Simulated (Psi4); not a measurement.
# BH3 (borane): PBE0/def2-SVP (Cholesky decomposition, cholesky tolerance 1e-05, sweep point 7)

What is the vertical singlet–triplet gap of BH3 (borane) at PBE0/def2-SVP (Cholesky decomposition, cholesky tolerance 1e-05, sweep point 7)? 

Program for the calculation: Psi4 1.11.

2 further runs of the same task are left out: 2 set aside as unsound or not needed.

### Step 1. The structure to begin with

The species is BH3 (4 atoms), meant as a singlet with charge 0. SMILES: `B`. Geometry: relaxed at PBE0-D4/def2-TZVP.

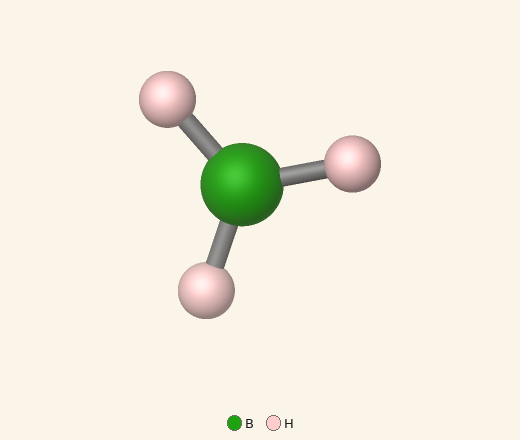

Viewed from a chosen angle; boron green, hydrogen pink.

### Step 2. The energy at PBE0/def2-SVP (Cholesky decomposition, cholesky tolerance 1e-05, sweep point 7)

bh3.in

```
memory 1600 MB

molecule m {
  B      0.013900    -0.015100    -0.005100
  H      0.982200     0.381700     0.568800
  H     -0.276200    -1.171800     0.043000
  H     -0.664400     0.744900    -0.626900
  symmetry c1
}

set {
  basis                def2-SVP
  puream               true
  scf_type             cd
  dft_radial_points    99
  dft_spherical_points 590
  cholesky_tolerance   1e-05
}

E, wfn = energy('pbe0', return_wfn=True)
print_variables()
```

Run with:

```console
$ psi4 -n 1 bh3.in bh3.out
```

bh3.out:

```text
[...]
  Running in c1 symmetry.
[...]
  Nuclear repulsion =    7.418838234776623
[...]
  Multiplicity = 1
[...]
  Nalpha       = 4
  Nbeta        = 4
[...]
    Number of basis functions: 29
[...]
   @RKS iter   1:   -26.50624160480505   -4.84114e-01   6.01524e-03 DIIS/ADIIS
[...]
   @RKS iter   5:   -26.53497892241696   -2.18615e-08   2.79429e-07 DIIS
[...]
    Orbital Energies [Eh]
    ---------------------
    Doubly Occupied:
       1A     -6.812987     2A     -0.525603     3A     -0.363005
       4A     -0.362995
[...]
  @RKS Final Energy:   -26.53497892241696
   => Energetics <=
    Nuclear Repulsion Energy =              7.4188382347766231
    One-Electron Energy =                 -49.0216644107626962
    Two-Electron Energy =                  18.9173346993463269
    DFT Exchange-Correlation Energy =      -3.8494874457772177
    Empirical Dispersion Energy =           0.0000000000000000
    VV10 Nonlocal Energy =                  0.0000000000000000
    Total Energy =                        -26.5349789224169648
[...]
 Multipole Moments:
 ------------------------------------------------------------------------------------
     Multipole            Electronic (a.u.)      Nuclear  (a.u.)        Total (a.u.)
 ------------------------------------------------------------------------------------
 L = 1.  Multiply by 2.5417464519 to convert [e a0] to [Debye]
 Dipole X            :          0.0001080           -0.0000804            0.0000276
 Dipole Y            :         -0.0000914            0.0000804           -0.0000110
 Dipole Z            :         -0.0002239            0.0001608           -0.0000631
 Magnitude           :                                                    0.0000697
[...]
```

It took 2.5 s on 1 thread of AMD EPYC 9R45 (Zen 5), shared host; peak memory 0.41 GiB.

### Step 3. The triplet at the same level

calc.dat

```
memory 1.6 GB

molecule system {
  0 3
  B      0.013900    -0.015100    -0.005100
  H      0.982200     0.381700     0.568800
  H     -0.276200    -1.171800     0.043000
  H     -0.664400     0.744900    -0.626900
  symmetry c1
}

set globals {
  reference uks
  puream true
  scf_type cd
  dft_radial_points 99
  dft_spherical_points 590
  cholesky_tolerance 1e-05
  maxiter 150
}

energy('pbe0/def2-SVP')
print_variables()
```

Run with:

```console
$ psi4 -i calc.dat -o calc.out -n 1
```

calc.out:

```text
[...]
  Running in c1 symmetry.
[...]
  Nuclear repulsion =    7.418838234776623
[...]
  Multiplicity = 3
[...]
  Nalpha       = 5
  Nbeta        = 3
[...]
    Number of basis functions: 29
[...]
   @UKS iter   1:   -26.30178399929258   -2.79656e-01   7.88786e-03 ADIIS/DIIS
[...]
   @UKS iter  14:   -26.34834903165423   -2.40393e-08   2.75141e-07 DIIS
[...]
   @S^2 Observed:                2.004472237E+00
[...]
    Orbital Energies [Eh]
    ---------------------
    Alpha Occupied:
       1A     -6.803078     2A     -0.595307     3A     -0.446423
       4A     -0.386194     5A     -0.188545
    Alpha Virtual:
       6A      0.113971     7A      0.129048     8A      0.145310
       9A      0.180391    10A      0.238532    11A      0.262023
      12A      0.308946    13A      0.595095    14A      0.650196
      15A      0.656957    16A      0.863856    17A      0.910424
      18A      1.248094    19A      1.256746    20A      1.295258
      21A      1.385870    22A      1.594974    23A      1.795604
      24A      1.839149    25A      2.023258    26A      2.040794
[...]
  @UKS Final Energy:   -26.34834903165423
   => Energetics <=
    Nuclear Repulsion Energy =              7.4188382347766231
    One-Electron Energy =                 -48.7492649620396321
    Two-Electron Energy =                  18.7910607135588172
    DFT Exchange-Correlation Energy =      -3.8089830179500326
    Empirical Dispersion Energy =           0.0000000000000000
    VV10 Nonlocal Energy =                  0.0000000000000000
    Total Energy =                        -26.3483490316542266
[...]
 Multipole Moments:
 ------------------------------------------------------------------------------------
     Multipole            Electronic (a.u.)      Nuclear  (a.u.)        Total (a.u.)
 ------------------------------------------------------------------------------------
 L = 1.  Multiply by 2.5417464519 to convert [e a0] to [Debye]
 Dipole X            :          0.2813158           -0.0000804            0.2812354
 Dipole Y            :          0.1156309            0.0000804            0.1157113
 Dipole Z            :          0.1665257            0.0001608            0.1666864
 Magnitude           :                                                    0.3467951
[...]
```

It took 6 s on 1 thread of AMD EPYC 9R45 (Zen 5), shared host; peak memory 0.41 GiB.

### Step 4. Results

Level: PBE0/def2-SVP (Cholesky decomposition, cholesky tolerance 1e-05, sweep point 7).

| quantity | value |
| --- | --- |
| singlet: total energy | -26.53498 Eh |
| singlet: dipole moment | 0.00 D |
| singlet: HOMO energy | -9.88 eV |
| singlet: LUMO energy | -1.87 eV |
| singlet: HOMO–LUMO gap | 8.00 eV |
| triplet: total energy | -26.34835 Eh |
| triplet: dipole moment | 0.88 D |
| triplet: HOMO energy (highest over α and β) | -5.13 eV |
| triplet: ⟨S²⟩ | 2.004 |
| vertical energy of the triplet above the singlet | 5.078 eV |

What this shows: At this shape the triplet lies 5.08 eV (117 kcal/mol) above the singlet.
